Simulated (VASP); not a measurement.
Energy against volume of Ni₃Fe (L1_2). These are optB86b-vdW, VASP's PBE PAW potentials (set 64) (plane waves; VASP 6.6.1) values and carry that method's errors.

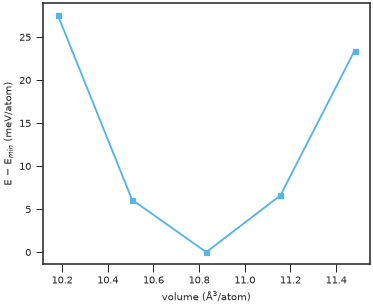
Figure: Energy against volume

Q: Estimate the equilibrium volume and the bulk modulus.

A: The minimum lies near 10.8 Å³/atom, and the curvature gives B0 of about 210 GPa.

The compound is Ni3Fe in the L1_2 structure. It was relaxed first.
